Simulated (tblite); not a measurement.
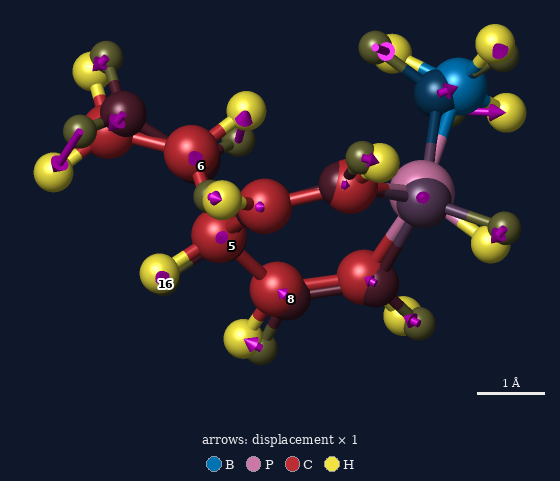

A relaxation of C7H12BP. The starting structure is drawn faded, the final one solid; purple arrows show the displacements, at their true length. The two geometries are superimposed by the best rigid fit.

The picture is a ball-and-stick view, seen face on.

All numbers below come from tblite 0.8.0, GFN2-xTB geometry optimisation, gas phase. 

Describe the change and its energy.

Over 116 geometry steps the energy falls by 49.4 kJ/mol. The atom that moves furthest after the best rigid fit is an H atom (1.06 Å). Largest moves by element: H 1.06 Å, C 0.41 Å, B 0.34 Å, P 0.22 Å. Among the contacts that change: C–C 1.529 → 1.503 Å, C–C 1.342 → 1.318 Å, B–P 1.902 → 1.926 Å, C–P 1.783 → 1.799 Å. Bond angles that change, for instance: C–P–H 111.8° → 99.8°, C–P–H 111.4° → 100.0°, B–P–C 109.8° → 120.2°. Groups turn about C–C by about 40°, B–P by about 35°.
